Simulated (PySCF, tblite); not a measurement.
# C₅H₈BNO₃: infrared bands, NMR shifts and electronic excitations in gas and solvents, part 2 of 2

tblite 0.8.0 and PySCF 2.14.0. Atoms count from 0.

**6. Excited states and response: wB97X-D/def2-SVPD**

Job settings and geometry (Å):

```
{"job": {"kind": "uv", "xc": "wB97X-D", "basis": "def2-SVPD", "ip": true}, "charge": 0, "multiplicity": 1}
C     -3.032720    -0.751882     0.043988
N     -1.682833    -0.256244    -0.040522
C     -1.488792     1.002795    -0.710131
C     -0.679045    -1.000655     0.507564
O     -0.851494    -2.066503     1.070386
C      0.667873    -0.444212     0.388061
C      1.826117    -0.069628     0.336538
B      3.305735     0.373736     0.320865
O      3.721595     1.258431    -0.614153
O      4.194315    -0.105994     1.232089
H     -3.018631    -1.711342     0.574301
H     -3.676487    -0.042036     0.591071
H     -3.458232    -0.897318    -0.963411
H     -2.040242     1.809159    -0.196514
H     -0.423540     1.263857    -0.725759
H     -1.850797     0.951359    -1.751338
H      4.663504     1.444499    -0.523168
H      3.802350    -0.740814     1.839706
```

Level: TDDFT wB97X-D/def2-SVPD, vertical, gas phase, core orbitals frozen in the response.

Output:

```text
coarse grid: 15800 points
cycle   1  E = -499.8157137199  dE =  1.813e+00  |g| = 1.185e+00  |ddm| = 1.159e+01
cycle   2  E = -499.5157986755  dE =  2.999e-01  |g| = 1.779e+00  |ddm| = 4.501e+00
cycle   3  E = -500.0941400219  dE = -5.783e-01  |g| = 2.269e-01  |ddm| = 2.916e+00
cycle   4  E = -500.1030256223  dE = -8.886e-03  |g| = 9.017e-02  |ddm| = 4.635e-01
cycle   5  E = -500.1045501837  dE = -1.525e-03  |g| = 1.483e-02  |ddm| = 1.474e-01
cycle   6  E = -500.1046163424  dE = -6.616e-05  |g| = 5.528e-03  |ddm| = 5.299e-02
cycle   7  E = -500.1046262918  dE = -9.949e-06  |g| = 2.372e-03  |ddm| = 2.074e-02
final grid: 154840 points
cycle   8  E = -500.1883788217  dE = -1.376e-04  |g| = 6.773e-03  |ddm| = 3.026e-01
cycle   9  E = -500.1883788923  dE = -7.057e-08  |g| = 7.337e-03  |ddm| = 4.358e-02
cycle  10  E = -500.1883900093  dE = -1.112e-05  |g| = 1.181e-03  |ddm| = 1.597e-02
cycle  11  E = -500.1883902935  dE = -2.842e-07  |g| = 7.111e-04  |ddm| = 4.647e-03
cycle  12  E = -500.1883904208  dE = -1.273e-07  |g| = 1.563e-04  |ddm| = 1.704e-03
cycle  13  E = -500.1883904279  dE = -7.071e-09  |g| = 4.985e-05  |ddm| = 4.583e-04
cycle  14  E = -500.1883904289  dE = -9.888e-10  |g| = 3.249e-05  |ddm| = 1.749e-04
cycle  15  E = -500.1883904292  dE = -2.683e-10  |g| = 8.082e-06  |ddm| = 6.160e-05
converged SCF energy = -500.1883904292

Static polarisability (au): isotropic 96.121, principal 63.663 92.032 132.668

Singlet excitations
state   eV       nm        f      main configurations
  1   4.5804    270.7   0.00026   H-1->L 0.91
  2   5.4226    228.6   0.05033   H-3->L 0.54, H-2->L 0.17, H->L 0.16
  3   5.5583    223.1   0.16243   H->L 0.68, H-3->L 0.24
  4   5.7906    214.1   0.05185   H-2->L 0.53, H->L 0.13, H-1->L+2 0.12
  5   6.6864    185.4   0.00075   H-2->L+2 0.69, H->L+2 0.11
  6   7.0591    175.6   0.03481   H->L+3 0.73, H->L+1 0.17
  7   7.1725    172.9   0.02873   H->L+2 0.73, H-2->L+2 0.09
  8   7.5419    164.4   0.03240   H-1->L+1 0.60, H-1->L+3 0.12
  9   7.5986    163.2   0.22251   H-1->L+2 0.54, H-3->L+2 0.10
 10   7.9526    155.9   0.00614   H-2->L+1 0.50, H->L+1 0.22

Triplet excitations (Tamm-Dancoff, eV): 4.1723 4.2435 4.4090 5.0826
Vertical ionisation energy (delta-SCF) = 9.2131 eV
```

It took 3.3 min on 1 thread of Arm Neoverse V2, shared host; peak memory 1.3 GiB.

Frontier orbitals and where they lie:

```tsv
orbital	eV	atoms
HOMO−3	-10.69	C5 30 %, C6 27 %, O4 20 %
HOMO−2	-10.36	C6 36 %, C5 36 %, O4 12 %
HOMO−1	-9.60	O4 54 %, C5 15 %, C6 15 %
HOMO	-9.16	N1 43 %, O4 22 %, C2 7 %
LUMO	0.19	C6 22 %, C5 20 %, C3 14 %
LUMO+1	1.41	B7 57 %, O9 10 %, O8 10 %
LUMO+2	1.96	C5 25 %, C6 21 %, O9 13 %
```

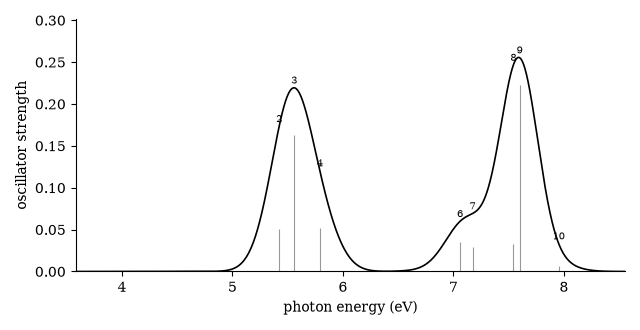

Absorption spectrum from the 10 singlet states computed; above the last one it falls off for lack of states. Lines are broadened to a width of 0.40 eV (Gaussian).

Ground-state properties from the same run:

```tsv
property	computed
dipole moment (D)	2.68
polarisability (Å³)	14.24
HOMO–LUMO gap (eV)	9.35
−ε(HOMO) (eV)	9.16
```

**7. Shielding tensors: wB97X-D/pcSseg-1**

The job, as its differences from that of step 6:

```diff
@@ -1,2 +1,2 @@
-{"job": {"kind": "uv", "xc": "wB97X-D", "basis": "def2-SVPD", "ip": true}, "charge": 0, "multiplicity": 1}
+{"job": {"kind": "nmr", "xc": "wB97X-D", "basis": "pcSseg-1", "pop": false}, "charge": 0, "multiplicity": 1}
 C     -3.032720    -0.751882     0.043988
```

With the program's defaults for keys left out, this is: GIAO wB97X-D/pcSseg-1 NMR shielding, non-relativistic, gas phase.

Output:

```text
coarse grid: 15800 points
cycle   1  E = -500.0893967285  dE =  1.903e+00  |g| = 1.242e+00  |ddm| = 4.085e+00
cycle   2  E = -499.7830647179  dE =  3.063e-01  |g| = 1.841e+00  |ddm| = 3.160e+00
cycle   3  E = -500.3768157526  dE = -5.938e-01  |g| = 2.484e-01  |ddm| = 2.187e+00
cycle   4  E = -500.3870329629  dE = -1.022e-02  |g| = 9.287e-02  |ddm| = 2.494e-01
cycle   5  E = -500.3885307386  dE = -1.498e-03  |g| = 1.547e-02  |ddm| = 7.182e-02
cycle   6  E = -500.3885982074  dE = -6.747e-05  |g| = 6.207e-03  |ddm| = 2.129e-02
cycle   7  E = -500.3886092981  dE = -1.109e-05  |g| = 2.611e-03  |ddm| = 8.783e-03
cycle   8  E = -500.3886114220  dE = -2.124e-06  |g| = 1.232e-03  |ddm| = 4.605e-03
final grid: 154840 points
cycle   9  E = -500.4739380524  dE = -2.142e-04  |g| = 6.361e-03  |ddm| = 6.420e-02
cycle  10  E = -500.4739406503  dE = -2.598e-06  |g| = 6.139e-03  |ddm| = 1.060e-02
cycle  11  E = -500.4739476594  dE = -7.009e-06  |g| = 1.106e-03  |ddm| = 4.285e-03
cycle  12  E = -500.4739478571  dE = -1.977e-07  |g| = 7.841e-04  |ddm| = 1.445e-03
cycle  13  E = -500.4739479886  dE = -1.315e-07  |g| = 1.551e-04  |ddm| = 9.419e-04
cycle  14  E = -500.4739479947  dE = -6.045e-09  |g| = 4.633e-05  |ddm| = 1.848e-04
cycle  15  E = -500.4739479955  dE = -8.673e-10  |g| = 1.252e-05  |ddm| = 9.731e-05
converged SCF energy = -500.4739479955

GIAO shielding tensors (ppm)
atom      isotropic    diamagn.    paramagn.     s11        s22        s33       span
  0 C      152.709     241.600     -88.892    125.073    149.819    183.234     58.162
  1 N      139.760     334.788    -195.028     16.129    174.598    228.554    212.425
  2 C      146.789     248.618    -101.829    128.870    129.302    182.194     53.323
  3 C       28.150     249.060    -220.910    -64.326     70.802     77.974    142.301
  4 O      -95.172     403.202    -498.374   -400.567   -211.239    326.292    726.859
  5 C       89.209     263.885    -174.677     -9.340      3.958    273.008    282.348
  6 C       91.865     263.620    -171.755     12.159     21.978    241.457    229.298
  7 B       80.595     196.830    -116.235     61.748     83.914     96.123     34.376
  8 O      216.337     386.396    -170.059    109.847    259.496    279.667    169.820
  9 O      200.903     385.288    -184.385     79.043    260.064    263.601    184.558
 10 H       26.765      28.833      -2.069     21.602     27.343     31.349      9.747
 11 H       29.304      27.325       1.979     24.546     27.181     36.186     11.641
 12 H       29.305      27.430       1.875     24.526     27.205     36.184     11.657
 13 H       28.809      30.926      -2.117     25.016     26.384     35.028     10.011
 14 H       27.113      32.212      -5.100     21.625     27.922     31.790     10.164
 15 H       28.801      30.982      -2.181     24.979     26.387     35.039     10.060
 16 H       27.415      26.653       0.763     21.549     23.630     37.068     15.520
 17 H       27.013      32.968      -5.956     21.012     25.029     34.997     13.985
```

Run time: 35 s. Hardware: 1 thread of Arm Neoverse V2, shared host; peak memory 1 GiB.

In short: δ C3 156.4, C5 95.3, C6 92.7, C2 37.7, H16 4.17, H13 3.14 ppm (means over like atoms).

**8. Shielding tensors: PBE0/pcSseg-1 in chloroform**

The job, as its differences from that of step 7:

```diff
@@ -1,2 +1,2 @@
-{"job": {"kind": "nmr", "xc": "wB97X-D", "basis": "pcSseg-1", "pop": false}, "charge": 0, "multiplicity": 1}
+{"job": {"kind": "nmr", "xc": "PBE0", "basis": "pcSseg-1", "solvent": "chloroform", "pop": true}, "charge": 0, "multiplicity": 1}
 C     -3.032720    -0.751882     0.043988
```

Method: GIAO PBE0/pcSseg-1 NMR shielding, non-relativistic, IEF-PCM chloroform.

Output:

```text
coarse grid: 15800 points
cycle   1  E = -499.7475030468  dE =  1.629e+00  |g| = 1.168e+00  |ddm| = 4.141e+00
cycle   2  E = -499.1295698127  dE =  6.179e-01  |g| = 2.134e+00  |ddm| = 3.183e+00
cycle   3  E = -499.9727049162  dE = -8.431e-01  |g| = 3.648e-01  |ddm| = 2.547e+00
cycle   4  E = -499.9976757367  dE = -2.497e-02  |g| = 1.040e-01  |ddm| = 3.602e-01
cycle   5  E = -499.9993940020  dE = -1.718e-03  |g| = 3.201e-02  |ddm| = 8.673e-02
cycle   6  E = -499.9996325467  dE = -2.385e-04  |g| = 9.458e-03  |ddm| = 3.264e-02
cycle   7  E = -499.9996493960  dE = -1.685e-05  |g| = 3.192e-03  |ddm| = 8.514e-03
cycle   8  E = -499.9996511072  dE = -1.711e-06  |g| = 1.500e-03  |ddm| = 3.229e-03
final grid: 154840 points
cycle   9  E = -500.0859754568  dE = -3.248e-05  |g| = 1.276e-02  |ddm| = 4.195e-02
cycle  10  E = -500.0858943437  dE =  8.111e-05  |g| = 2.410e-02  |ddm| = 3.238e-02
cycle  11  E = -500.0860065879  dE = -1.122e-04  |g| = 3.011e-03  |ddm| = 2.262e-02
cycle  12  E = -500.0860083376  dE = -1.750e-06  |g| = 4.356e-04  |ddm| = 2.084e-03
cycle  13  E = -500.0860083648  dE = -2.720e-08  |g| = 1.966e-04  |ddm| = 4.083e-04
cycle  14  E = -500.0860083719  dE = -7.122e-09  |g| = 9.876e-05  |ddm| = 1.899e-04
cycle  15  E = -500.0860083742  dE = -2.279e-09  |g| = 2.030e-05  |ddm| = 7.892e-05
cycle  16  E = -500.0860083743  dE = -8.879e-11  |g| = 5.135e-06  |ddm| = 1.932e-05
converged SCF energy = -500.0860083743

GIAO shielding tensors (ppm)
atom      isotropic    diamagn.    paramagn.     s11        s22        s33       span
  0 C      152.889     242.120     -89.231    123.793    151.404    183.468     59.675
  1 N      126.617     335.080    -208.462     -3.315    173.942    209.224    212.539
  2 C      146.866     249.502    -102.636    127.938    129.554    183.107     55.169
  3 C       29.262     250.518    -221.255    -56.294     66.168     77.913    134.206
  4 O      -62.614     404.488    -467.102   -343.352   -168.911    324.422    667.774
  5 C       89.532     261.825    -172.293     -6.376      5.460    269.511    275.887
  6 C       90.135     262.828    -172.693     11.568     21.394    237.441    225.873
  7 B       79.850     196.628    -116.778     60.219     83.656     95.674     35.454
  8 O      212.586     387.131    -174.545     98.605    255.368    283.784    185.179
  9 O      195.465     385.420    -189.956     61.195    259.721    265.478    204.283
 10 H       26.832      29.024      -2.192     21.659     27.528     31.308      9.648
 11 H       28.960      26.966       1.994     24.219     26.745     35.916     11.697
 12 H       28.964      27.067       1.897     24.205     26.774     35.914     11.708
 13 H       28.455      30.635      -2.180     24.634     25.980     34.751     10.116
 14 H       27.036      32.158      -5.122     21.531     27.987     31.590     10.059
 15 H       28.454      30.692      -2.238     24.600     25.996     34.766     10.166
 16 H       26.577      26.195       0.383     20.554     22.780     36.398     15.844
 17 H       26.165      32.387      -6.222     20.073     24.180     34.242     14.169
```

Run time: 30 s. Hardware: 1 thread of Arm Neoverse V2, shared host; peak memory 1.1 GiB.

In short: δ C3 155.9, C5 95.6, C6 95.0, C2 38.3, H16 4.88, H13 3.27 ppm (means over like atoms).

**9. Shielding tensors: PBE0/pcSseg-1 in methanol**

The job, as its differences from that of step 8:

```diff
@@ -1,2 +1,2 @@
-{"job": {"kind": "nmr", "xc": "PBE0", "basis": "pcSseg-1", "solvent": "chloroform", "pop": true}, "charge": 0, "multiplicity": 1}
+{"job": {"kind": "nmr", "xc": "PBE0", "basis": "pcSseg-1", "solvent": "methanol", "pop": false}, "charge": 0, "multiplicity": 1}
 C     -3.032720    -0.751882     0.043988
```

Level: GIAO PBE0/pcSseg-1 NMR shielding, non-relativistic, IEF-PCM methanol.

Output:

```text
coarse grid: 15800 points
cycle   1  E = -499.7569072913  dE =  1.619e+00  |g| = 1.162e+00  |ddm| = 4.141e+00
cycle   2  E = -499.1876891658  dE =  5.692e-01  |g| = 2.076e+00  |ddm| = 3.003e+00
cycle   3  E = -499.9807477333  dE = -7.931e-01  |g| = 3.441e-01  |ddm| = 2.366e+00
cycle   4  E = -500.0028067540  dE = -2.206e-02  |g| = 9.963e-02  |ddm| = 3.331e-01
cycle   5  E = -500.0044034210  dE = -1.597e-03  |g| = 2.985e-02  |ddm| = 8.065e-02
cycle   6  E = -500.0046097369  dE = -2.063e-04  |g| = 8.898e-03  |ddm| = 2.955e-02
cycle   7  E = -500.0046247036  dE = -1.497e-05  |g| = 2.997e-03  |ddm| = 8.037e-03
cycle   8  E = -500.0046262569  dE = -1.553e-06  |g| = 1.372e-03  |ddm| = 2.906e-03
final grid: 154840 points
cycle   9  E = -500.0909237948  dE = -3.392e-05  |g| = 1.247e-02  |ddm| = 4.192e-02
cycle  10  E = -500.0908528243  dE =  7.097e-05  |g| = 2.293e-02  |ddm| = 3.042e-02
cycle  11  E = -500.0909535289  dE = -1.007e-04  |g| = 2.879e-03  |ddm| = 2.098e-02
cycle  12  E = -500.0909551204  dE = -1.592e-06  |g| = 4.222e-04  |ddm| = 1.999e-03
cycle  13  E = -500.0909551470  dE = -2.659e-08  |g| = 1.776e-04  |ddm| = 3.821e-04
cycle  14  E = -500.0909551527  dE = -5.744e-09  |g| = 8.867e-05  |ddm| = 1.718e-04
cycle  15  E = -500.0909551546  dE = -1.843e-09  |g| = 2.042e-05  |ddm| = 7.091e-05
cycle  16  E = -500.0909551546  dE = -8.890e-11  |g| = 4.986e-06  |ddm| = 1.866e-05
converged SCF energy = -500.0909551546

GIAO shielding tensors (ppm)
atom      isotropic    diamagn.    paramagn.     s11        s22        s33       span
  0 C      152.920     242.153     -89.233    123.678    151.604    183.477     59.799
  1 N      122.900     335.143    -212.243     -9.719    174.111    204.308    214.028
  2 C      146.860     249.689    -102.829    127.863    129.446    183.272     55.409
  3 C       28.944     250.705    -221.760    -55.095     63.918     78.010    133.106
  4 O      -50.128     405.046    -455.173   -321.712   -153.949    325.278    646.989
  5 C       89.650     261.650    -172.001     -6.123      5.469    269.604    275.727
  6 C       89.705     262.841    -173.136     11.003     21.088    237.024    226.020
  7 B       79.831     196.539    -116.708     59.908     83.997     95.588     35.679
  8 O      213.016     387.686    -174.670     97.906    255.766    285.377    187.471
  9 O      195.623     385.619    -189.996     59.569    259.568    267.732    208.163
 10 H       26.934      29.112      -2.178     21.762     27.675     31.365      9.603
 11 H       28.858      26.840       2.018     24.127     26.614     35.832     11.705
 12 H       28.868      26.945       1.923     24.119     26.650     35.834     11.714
 13 H       28.360      30.552      -2.192     24.521     25.886     34.673     10.151
 14 H       27.083      32.244      -5.161     21.569     28.089     31.591     10.023
 15 H       28.370      30.617      -2.247     24.497     25.917     34.696     10.198
 16 H       26.330      26.006       0.324     20.208     22.511     36.272     16.064
 17 H       25.944      32.264      -6.321     19.776     23.954     34.102     14.326
```

Run time: 28 s. Hardware: 1 thread of Arm Neoverse V2, shared host; peak memory 1.1 GiB.

In short: δ C3 156.5, C5 95.8, C6 95.8, C2 38.6, H16 5.10, H13 3.30 ppm (means over like atoms).

**10. Run by run: NMR shifts**

Shifts (ppm) of some atoms, chosen among heavy atoms and hydrogens apart, means over like atoms, with basis size and wall time:

```tsv
run	C3	C6	H16	H13	N1	O4	O8	functions	time
PBE0/pcSseg-1	154.1	93.1	4.23	3.17	129.6	432.0	131.7	210	30 s
wB97X-D/pcSseg-1	156.4	92.7	4.17	3.14	124.2	428.4	124.6	210	35 s
PBE0/pcSseg-1 in chloroform	155.9	95.0	4.88	3.27	141.2	403.6	136.9	210	30 s
PBE0/pcSseg-1 in methanol	156.5	95.8	5.10	3.30	145.6	393.1	138.7	210	28 s
```

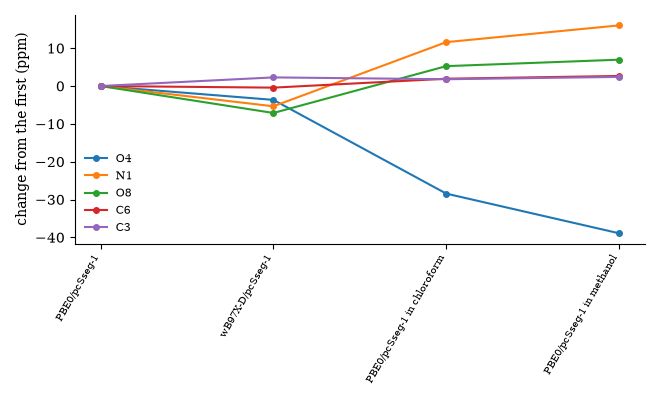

How five of the tabulated atoms move from run to run.

The continuum's effect on the ground state:

```tsv
solvent	ε	polarisation energy (Eh)	μ (D)
chloroform	4.71	-0.0150	3.28
methanol	32.61	-0.0213	3.56
```

**11. What came out**

The summary covers parts 1 to 2.

```
                                                               quantity                              value
                              strongest single infrared mode (GFN2-xTB)              1249 cm⁻¹, 655 km/mol
                                           zero-point energy (GFN2-xTB)                      82.8 kcal/mol
                                                            point group                                 C1
                                   rotational constants (main isotopes)               3.01, 0.55, 0.47 GHz
                                 13C shifts against TMS (PBE0/pcSseg-1)  154.1, 95.2, 93.1, 37.5, 31.6 ppm
 1H shifts against TMS (PBE0/pcSseg-1, means over atoms taken as alike)               4.23, 3.17, 2.93 ppm
                                 15N shifts against NH3 (PBE0/pcSseg-1)                          129.6 ppm
17O shifts against H2O (PBE0/pcSseg-1, means over atoms taken as alike)                   432.0, 131.7 ppm
                            11B shifts against BF3·OEt2 (PBE0/pcSseg-1)                           20.8 ppm
                                     lowest singlet (wB97X-D/def2-SVPD)        4.58 eV (271 nm), f = 0.000
                               brightest single state of those computed        state 9, 7.60 eV, f = 0.223
                                                         lowest triplet                            4.17 eV
                                      vertical ionisation energy (ΔSCF)                            9.21 eV
                          range of the shift of O4 (PBE0/pcSseg-1 runs)                 393.1 to 432.0 ppm
```

**Reading.** The optimisation took 109 steps and gained 1.507 eV; among the close pairs (by a distance rule), B7–O9 changed most, from 1.476 to 1.359 Å (GFN2-xTB). No mode is imaginary among the 48: a minimum at this level. The strongest single mode, at 1249 cm⁻¹, moves mainly B7. GFN2-xTB is a fitted tight-binding method: band positions and strengths are rough. Its intensities can rank the bands wrongly. Relaxing lowered the energy by 0.163 eV in 11 steps; the close pair that moved most is C3–C5, from 1.413 to 1.462 Å (PBE0/def2-SVP). C3 (amide carbonyl carbon) lies farthest downfield among carbon, at 154.1 ppm; it is a carbonyl in resonance with an O or N lone pair, the region of acids, esters and amides. At PBE0/pcSseg-1: The widest tensor belongs to O4: span 725 ppm, with a paramagnetic part of -500 ppm. The first singlet state (HOMO−1→LUMO 0.91) lies at 4.58 eV and is dark; of the 10 states computed, the strongest absorption comes from state 9 at 7.60 eV. The lowest triplet lies 0.41 eV below the lowest singlet (triplets in Tamm-Dancoff, singlets in full TDDFT). ΔSCF puts the ionisation energy at 9.21 eV, 0.06 eV above −ε(HOMO). At one level, PBE0/pcSseg-1: In ppm, O4 moves most: its shift spreads over 38.9 ppm, from 393.1 (PBE0/pcSseg-1 in methanol) to 432.0 (PBE0/pcSseg-1). The continuum holds electrostatics alone: no hydrogen bonds to the solvent, and the gas-phase geometry is kept.
